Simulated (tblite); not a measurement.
GeNH4Br: geometry relaxation

System: GeNH4Br, SMILES [NH2][GeH2][Br].
Method: GFN2-xTB geometry optimisation, gas phase (tblite 0.8.0).

It belongs to a series of runs on one base structure; here: H on Ge replaced by Br.

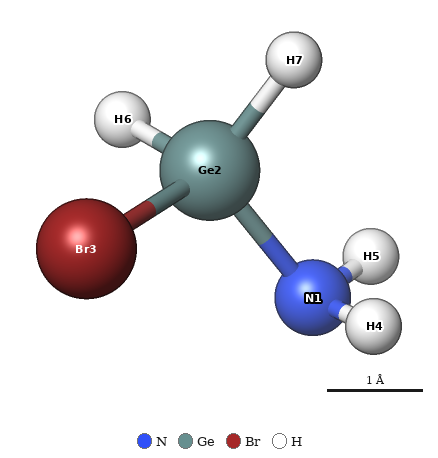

The input geometry (ball-and-stick view, seen at a tilt; atoms are numbered from 1 in the order of the input). Sticks mark near contacts. Bond lengths as drawn: Br–Ge 2.33 Å, Ge–H 1.55 to 1.56 Å, Ge–N 1.85 Å and H–N 1.05 Å.

**Results in brief**

- outcome: converged
- total energy: −299.9204 eV
- hardware: 1 CPU thread, shared host
- wall time: 1 s
- peak memory: 0.18 GiB

**Input**
```
{"job": {"kind": "relax", "xc": "GFN2-xTB", "basis": "xTB"}, "charge": 0, "multiplicity": 1}
N     -1.110700     0.446200    -0.314700
Ge     0.565700    -0.285300    -0.051800
Br     2.180000     1.396400    -0.080800
H     -1.299300     1.099000     0.481300
H     -1.806600    -0.335700    -0.224600
H      0.866600    -1.316600    -1.166700
H      0.607700    -0.999100     1.330300
```

The first line tells a small driver script what to run in tblite; the rest is the geometry in Å.

Command:
```bash
OMP_NUM_THREADS=1 python <driver script> task.json out
```

**Output**
```
step      E/eV     max force
  0    -299.71125    1.328
  1    -299.76959    0.712
  2    -299.80420    0.833
  3    -299.83737    0.612
  4    -299.85280    0.333
  5    -299.85870    0.363
  6    -299.87584    0.461
  7    -299.88612    0.427
  8    -299.90012    0.381
  9    -299.90696    0.200
 10    -299.90985    0.144
 11    -299.91160    0.133
 12    -299.91451    0.159
 13    -299.91680    0.126
 14    -299.91792    0.078
 15    -299.91836    0.063
 16    -299.91873    0.073
 17    -299.91923    0.082
 18    -299.91967    0.061
 19    -299.91989    0.039
 20    -299.91999    0.032
 21    -299.92009    0.046
 22    -299.92019    0.040
 23    -299.92025    0.018
 24    -299.92027    0.016
 25    -299.92028    0.016
 26    -299.92030    0.016
 27    -299.92032    0.021
 28    -299.92036    0.021
 29    -299.92038    0.012
 30    -299.92039    0.008
```

**Trajectory as extended XYZ (Å, eV, eV/Å), 14 of the 31 frames kept, from step=0 to step=30**
```
7
Properties=species:S:1:pos:R:3:forces:R:3 step=0 energy=-299.71125
N    -1.1107    0.4462   -0.3147   -0.4620  -0.4560   1.1590
Ge    0.5657   -0.2853   -0.0518    0.2540  -0.1450  -0.0110
Br    2.1800    1.3964   -0.0808   -0.6080  -0.5510   0.0060
H    -1.2993    1.0990    0.4813   -0.0330  -0.5450  -0.9480
H    -1.8066   -0.3357   -0.2246    0.6770   1.0840  -0.1970
H     0.8666   -1.3166   -1.1667   -0.0540   0.4140   0.2800
H     0.6077   -0.9991    1.3303    0.2250   0.2000  -0.2880
7
Properties=species:S:1:pos:R:3:forces:R:3 step=2 energy=-299.80420
N    -1.1096    0.4305   -0.2827    0.8180  -0.1460  -0.0650
Ge    0.5718   -0.2903   -0.0514   -0.0400  -0.1200   0.1060
Br    2.1559    1.3749   -0.0806   -0.4050  -0.3260  -0.0040
H    -1.3044    1.0871    0.4556   -0.2460   0.3090   0.0930
H    -1.7925   -0.3055   -0.2306   -0.3490  -0.0860  -0.0790
H     0.8646   -1.3004   -1.1564   -0.0310   0.2610   0.1120
H     0.6176   -0.9914    1.3191    0.2530   0.1090  -0.1630
7
Properties=species:S:1:pos:R:3:forces:R:3 step=5 energy=-299.85870
N    -1.0651    0.4085   -0.2555   -0.2090   0.0610   0.0330
Ge    0.5752   -0.3092   -0.0383   -0.0280  -0.1690   0.1520
Br    2.1092    1.3384   -0.0811   -0.0070   0.0980  -0.0110
H    -1.3238    1.1012    0.4358    0.0240   0.1700  -0.0680
H    -1.8025   -0.2832   -0.2466   -0.0470   0.0070  -0.1640
H     0.8610   -1.2703   -1.1445    0.0020  -0.0300  -0.1480
H     0.6493   -0.9806    1.3032    0.2660  -0.1370   0.2060
7
Properties=species:S:1:pos:R:3:forces:R:3 step=7 energy=-299.88612
N    -1.0632    0.4070   -0.2422   -0.3540  -0.0690   0.2230
Ge    0.5707   -0.3432   -0.0090   -0.1060   0.1850  -0.1520
Br    2.0836    1.3342   -0.0830   -0.0320   0.0430   0.0120
H    -1.3321    1.1381    0.4203    0.1120  -0.2580  -0.3090
H    -1.8210   -0.2761   -0.2787    0.2350   0.3540  -0.0420
H     0.8592   -1.2592   -1.1603   -0.0460  -0.0360  -0.0100
H     0.7061   -0.9959    1.3259    0.1910  -0.2190   0.2770
7
Properties=species:S:1:pos:R:3:forces:R:3 step=9 energy=-299.90696
N    -1.0651    0.3995   -0.2204    0.0120  -0.0870   0.0260
Ge    0.5592   -0.3655    0.0124   -0.0110   0.1450  -0.0370
Br    2.0522    1.3291   -0.0838    0.0030   0.0770   0.0240
H    -1.3376    1.1631    0.3905    0.0420  -0.1570  -0.1160
H    -1.8337   -0.2517   -0.3123   -0.0030   0.1640   0.0150
H     0.8532   -1.2476   -1.1731   -0.0980  -0.0390   0.1050
H     0.7751   -1.0221    1.3596    0.0550  -0.1050  -0.0180
7
Properties=species:S:1:pos:R:3:forces:R:3 step=12 energy=-299.91451
N    -1.0589    0.3869   -0.2131    0.0210   0.0120  -0.0710
Ge    0.5591   -0.3613    0.0197    0.1120  -0.0770   0.0830
Br    2.0416    1.3385   -0.0809    0.0140   0.0960   0.0210
H    -1.3359    1.1602    0.3710    0.0180   0.1080   0.0630
H    -1.8452   -0.2296   -0.3240   -0.1050  -0.0840  -0.0410
H     0.8380   -1.2482   -1.1631   -0.0630  -0.0460   0.0610
H     0.8046   -1.0416    1.3632    0.0040  -0.0080  -0.1160
7
Properties=species:S:1:pos:R:3:forces:R:3 step=14 energy=-299.91792
N    -1.0579    0.3813   -0.2154   -0.0220   0.0390   0.0020
Ge    0.5662   -0.3596    0.0269    0.0120  -0.0330   0.0000
Br    2.0410    1.3541   -0.0773   -0.0470   0.0120   0.0240
H    -1.3312    1.1612    0.3646    0.0340   0.0660   0.0250
H    -1.8566   -0.2226   -0.3307    0.0290  -0.0580  -0.0240
H     0.8245   -1.2550   -1.1523   -0.0130  -0.0370   0.0240
H     0.8174   -1.0545    1.3572    0.0080   0.0110  -0.0520
7
Properties=species:S:1:pos:R:3:forces:R:3 step=16 energy=-299.91873
N    -1.0591    0.3829   -0.2159    0.0040   0.0110   0.0240
Ge    0.5675   -0.3610    0.0277   -0.0520   0.0310  -0.0410
Br    2.0386    1.3573   -0.0754   -0.0510  -0.0040   0.0220
H    -1.3285    1.1651    0.3656    0.0220  -0.0030  -0.0140
H    -1.8562   -0.2252   -0.3328    0.0670   0.0080   0.0030
H     0.8219   -1.2586   -1.1496   -0.0050  -0.0360   0.0090
H     0.8191   -1.0556    1.3534    0.0140  -0.0060  -0.0040
7
Properties=species:S:1:pos:R:3:forces:R:3 step=18 energy=-299.91967
N    -1.0585    0.3848   -0.2135    0.0330  -0.0050   0.0050
Ge    0.5654   -0.3618    0.0271   -0.0340   0.0230  -0.0260
Br    2.0285    1.3610   -0.0708   -0.0240   0.0100   0.0110
H    -1.3237    1.1715    0.3638   -0.0110  -0.0330  -0.0200
H    -1.8519   -0.2263   -0.3372    0.0320   0.0440   0.0270
H     0.8171   -1.2655   -1.1447    0.0000  -0.0300  -0.0170
H     0.8265   -1.0587    1.3481    0.0030  -0.0090   0.0210
7
Properties=species:S:1:pos:R:3:forces:R:3 step=21 energy=-299.92009
N    -1.0553    0.3850   -0.2124    0.0070   0.0120  -0.0170
Ge    0.5641   -0.3618    0.0260    0.0320  -0.0320   0.0050
Br    2.0216    1.3648   -0.0676   -0.0100   0.0130   0.0040
H    -1.3226    1.1724    0.3610   -0.0080   0.0120   0.0090
H    -1.8493   -0.2226   -0.3376   -0.0140  -0.0010   0.0100
H     0.8137   -1.2713   -1.1432    0.0010  -0.0100  -0.0140
H     0.8313   -1.0617    1.3469   -0.0080   0.0060   0.0030
7
Properties=species:S:1:pos:R:3:forces:R:3 step=23 energy=-299.92025
N    -1.0536    0.3867   -0.2139   -0.0050   0.0010  -0.0070
Ge    0.5656   -0.3636    0.0247    0.0140  -0.0110   0.0000
Br    2.0188    1.3677   -0.0659   -0.0080   0.0010   0.0010
H    -1.3229    1.1724    0.3612    0.0140   0.0100   0.0050
H    -1.8481   -0.2212   -0.3354   -0.0110  -0.0090   0.0000
H     0.8131   -1.2754   -1.1447    0.0020   0.0050  -0.0010
H     0.8304   -1.0616    1.3470   -0.0050   0.0030   0.0010
7
Properties=species:S:1:pos:R:3:forces:R:3 step=25 energy=-299.92028
N    -1.0537    0.3871   -0.2145    0.0000  -0.0060  -0.0010
Ge    0.5662   -0.3642    0.0243   -0.0060   0.0030  -0.0020
Br    2.0180    1.3681   -0.0656   -0.0060   0.0000   0.0000
H    -1.3222    1.1728    0.3616    0.0150  -0.0030  -0.0030
H    -1.8480   -0.2217   -0.3349   -0.0030   0.0020   0.0040
H     0.8133   -1.2759   -1.1450    0.0030   0.0040  -0.0010
H     0.8297   -1.0613    1.3470   -0.0030   0.0000   0.0030
7
Properties=species:S:1:pos:R:3:forces:R:3 step=28 energy=-299.92036
N    -1.0535    0.3861   -0.2161    0.0050  -0.0070   0.0050
Ge    0.5665   -0.3656    0.0236   -0.0200   0.0020   0.0060
Br    2.0141    1.3694   -0.0647    0.0030   0.0050   0.0000
H    -1.3163    1.1732    0.3612    0.0010  -0.0100  -0.0110
H    -1.8497   -0.2214   -0.3329    0.0040   0.0130   0.0090
H     0.8142   -1.2758   -1.1461    0.0080  -0.0030  -0.0040
H     0.8281   -1.0611    1.3480   -0.0010  -0.0010  -0.0050
7
Properties=species:S:1:pos:R:3:forces:R:3 step=30 energy=-299.92039
N    -1.0529    0.3851   -0.2166   -0.0030   0.0000   0.0030
Ge    0.5660   -0.3665    0.0236   -0.0020  -0.0030   0.0020
Br    2.0118    1.3705   -0.0642    0.0020   0.0020   0.0000
H    -1.3135    1.1730    0.3601   -0.0030   0.0040  -0.0040
H    -1.8508   -0.2201   -0.3315   -0.0020   0.0020   0.0050
H     0.8149   -1.2758   -1.1468    0.0080  -0.0020   0.0010
H     0.8278   -1.0613    1.3484    0.0000  -0.0020  -0.0060
```

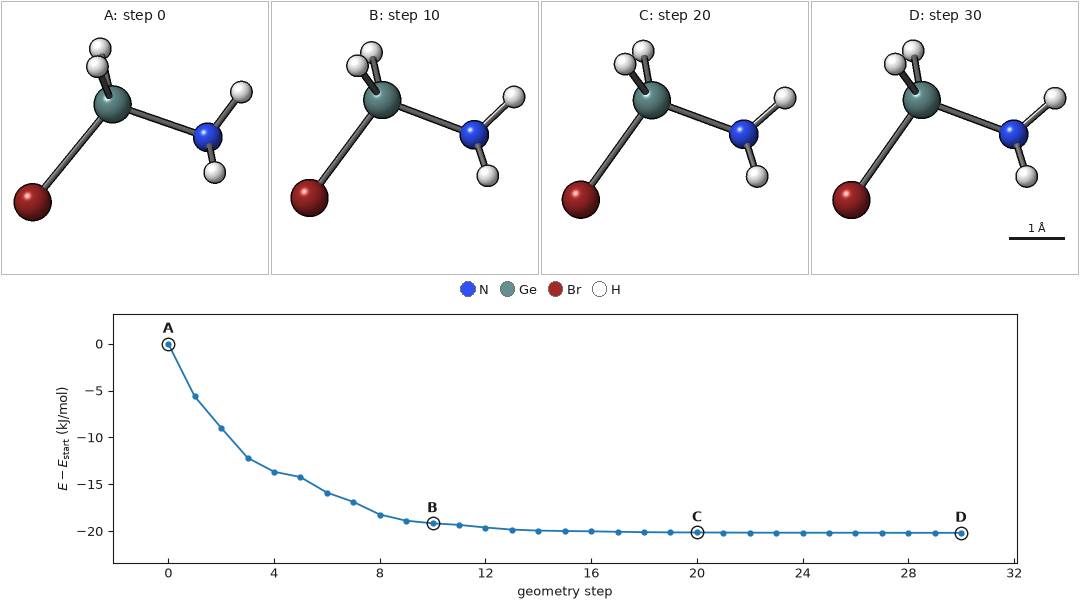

Frames of the relaxation (ball-and-stick view, seen at a tilt) above the curves, on which the letters mark them (steps are counted from 0).

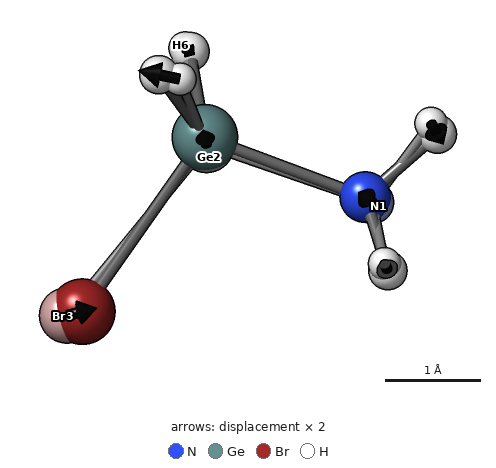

Start (faint) and end (solid) with the displacements as black arrows, magnified 2 times (ball-and-stick view, seen at a tilt). The two geometries are laid on each other by the best rigid fit. H7 moves most after the best rigid fit: 0.23 Å. Largest moves by element: H 0.23 Å, Br 0.17 Å, N 0.13 Å, Ge 0.11 Å. Distances before and after: Ge2–Br3 2.331 → 2.262 Å, N1–Ge2 1.848 → 1.801 Å, Ge2–H6 1.548 → 1.503 Å, Ge2–H7 1.556 → 1.519 Å. Among the angles that change: Ge2–N1–H5 107.1° → 118.4°, Ge2–N1–H4 107.6° → 118.8°, N1–Ge2–H7 109.4° → 117.5°. The energy falls by 20.2 kJ/mol in 30 geometry steps. Largest force component: 1.2 eV/Å at the start, 0.008 eV/Å at the end. (Atoms are counted from 1 in the order of the input.)
